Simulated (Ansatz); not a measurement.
## Electronic structure of SiH$_{4}$···HF in real space

Input file:

```
crystal:
  periodic: [false, false, false]
  atoms:
    - { symbol: Si, position_ang: [0.208501, 0.0, -0.08317] }
    - { symbol: H, position_ang: [0.188087, 0.0, 1.390347] }
    - { symbol: H, position_ang: [1.642762, 0.0, -0.481492] }
    - { symbol: H, position_ang: [-0.446362, 1.229481, -0.588835] }
    - { symbol: H, position_ang: [-0.446362, -1.229481, -0.588835] }
    - { symbol: F, position_ang: [-2.288424, -1.0e-06, 1.175406] }
    - { symbol: H, position_ang: [-1.623902, 1.0e-06, 1.816978] }
basis:
  gaussian: { orbitals: def2-SVP }
hamiltonian:
  xc: cam_b3lyp
  dispersion: d4
relax:
  f_tol: 0.03
  max_steps: 50
output:
  orbitals: {}
```

Run with:

```sh
ansatz run input.yaml --threads 1 --pin off --max-ram 2048MiB --backend cpu --events-out ev --progress --plain --runs-dir out
```

The fields are those of the run's last geometry, not of the input's.

Method: RKS CAM-B3LYP-D4/def2-SVP in Ansatz 0.2.0.

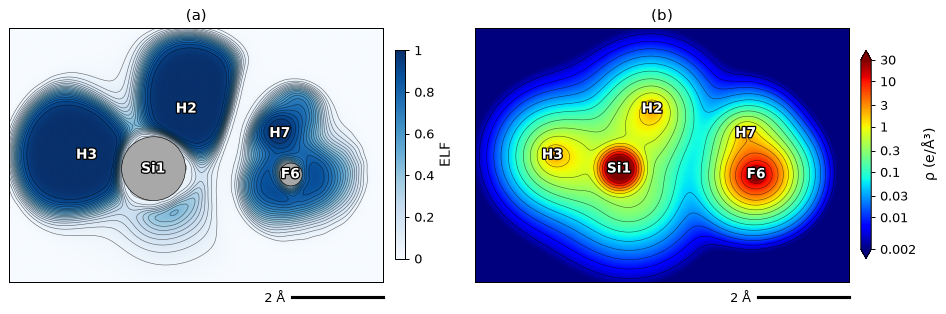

Figure 1. (a) ELF; (b) electron density on the plane of atoms H2, Si1 and H3. Grey discs cover the atomic cores in the ELF map.

> What do the fields say about this system?

The section cuts through Si, H and F sites. Si1···F6 (3.01 Å): the density falls to about 0.06 e/Å³ on the way; the ELF dips to about 0 between them. F–H (0.93 Å): ρ is about 4.6 e/Å³ halfway; the ELF climbs to about 1 towards the hydrogen, as it does in any bond to H (a covalent bond by its length). Si–H (1.49 Å): the density is about 0.74 e/Å³ at the midpoint; the ELF climbs to about 1 towards the hydrogen. The ELF also peaks beside F6, away from the bonds: lone-pair regions.

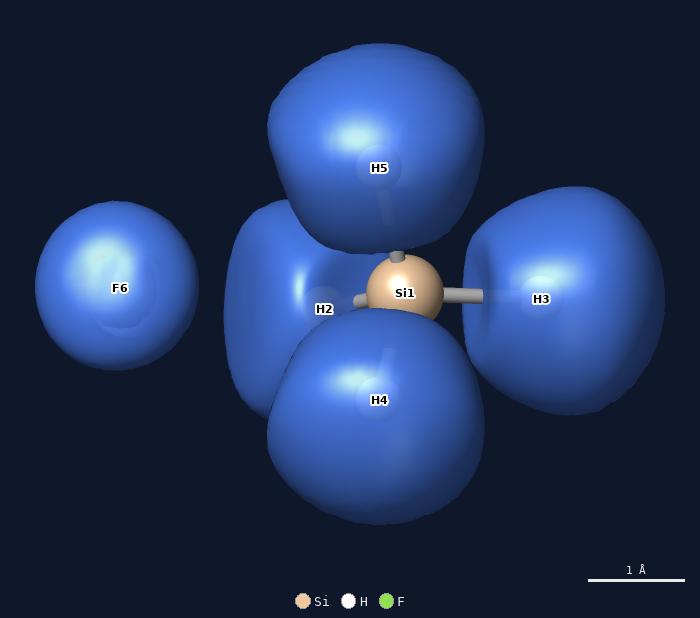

Figure 2. Isosurface of the ELF at 0.75 (blue), seen from one side. Only the valence region is drawn (cores and ρ < 0.01 e/Å³ removed).

> Describe the localisation domains.

At this value the surface marks out four regions around hydrogen nuclei and one joined region spread over several atoms (F, H), in which their bonds and any lone pairs are merged.

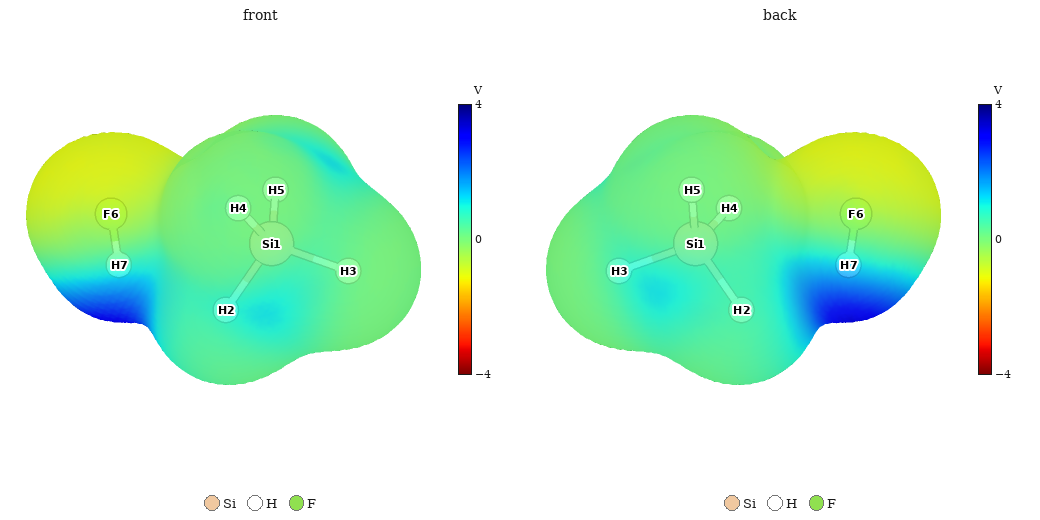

Figure 3. The electrostatic potential painted on the density surface at 0.002 e/bohr³, seen from the front and from behind; red is negative and blue positive.

> Where is the surface potential most negative and most positive?

The most negative region (about −1.1 V) lies over F6, the most positive (about +3.2 V) over H7.
